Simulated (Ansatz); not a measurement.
**C2H5F2In (SMILES C[CH2][In]([F])[F]): density, localisation and related maps**

```xyz
10

C    -0.5819    1.3973   -0.7423
C     0.8722    1.5397   -1.1729
F     1.8080   -0.0164    1.9906
F     4.2206    0.4893    0.0174
In    2.2819    0.6960    0.2239
H    -1.2490    1.8591   -1.4902
H    -0.7806    1.8890    0.2221
H    -0.8846    0.3438   -0.6413
H     1.0812    1.0425   -2.1337
H     1.1775    2.5931   -1.2832
```

Geometry: r2SCAN-D4/def2-SVP; core potentials replace the inner electrons of In.

These are results of Ansatz 0.2.0, isolated molecule in a Gaussian basis; Kohn-Sham density functional theory, functional PBE0, not measurements.

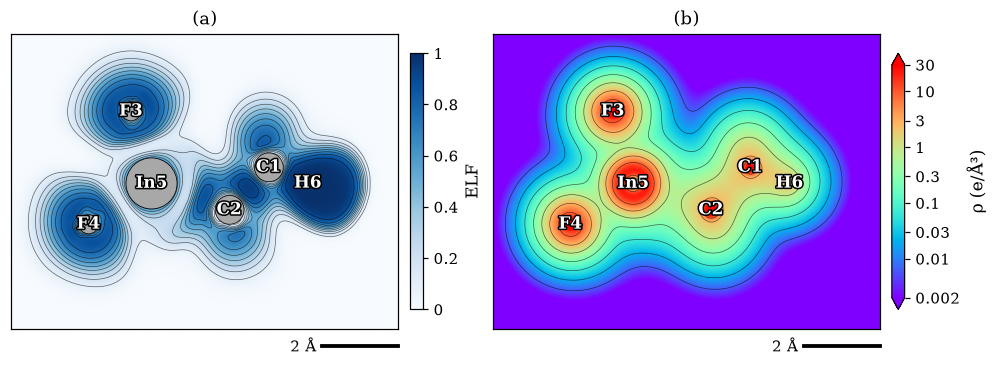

Figure 1. (a) electron localisation function; (b) electron density on the plane of atoms F3, In5 and F4. Grey discs cover the atomic cores in the ELF map.

Q: What does the map show?

A: Atoms in the plane: C, F, In and H.
C–C (1.52 Å): ρ is about 1.6 e/Å³ halfway; the ELF peaks at about 0.95 between the atoms: a shared electron pair.
In–F (1.96 Å): the density is about 0.76 e/Å³ at the midpoint; the ELF peaks at about 0.80 in the valence shell of F, 0.5 Å from its nucleus, and drops to about 0.15 between the two atoms.
C–In (2.16 Å): the density is about 0.68 e/Å³ at the midpoint; the ELF peaks at about 0.85 in the valence shell of C, 0.7 Å from its nucleus, and drops to about 0.20 between the two atoms.
C–H (1.10 Å): ρ at the midpoint is about 1.9 e/Å³; the ELF climbs to about 1 towards the hydrogen, as it does in any bond to H; an ordinary covalent bond to hydrogen.
The ELF also peaks beside F4 and F3, away from the bonds: lone-pair regions.

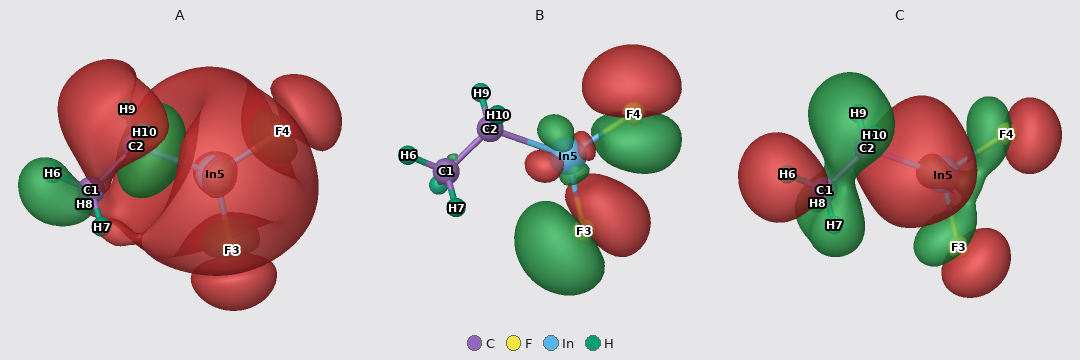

Figure 2. Three frontier orbitals at ±0.04 Å⁻³ᐟ² (green and red are the two phases), in no order.

Q: Order the three orbitals by energy and name them.

A: B is the HOMO−1 (−9.99 eV). It lies mainly on F3 (about 55 %) and F4 (about 40 %); largely a combination of lone pairs on F3 and F4. C is the HOMO (−8.64 eV). By Hirshfeld shares it lies mainly on C2 (about 30 %), In5 (about 25 %), F3 (about 10 %), F4 (about 10 %), C1 (about 10 %) and H6 (about 5 %). A is the LUMO (−1.87 eV). By Hirshfeld shares it lies mainly on In5 (about 55 %), C2 (about 15 %), F4 (about 10 %) and F3 (about 10 %).

Q: What is the HOMO–LUMO gap?

A: 6.77 eV between the orbital energies.
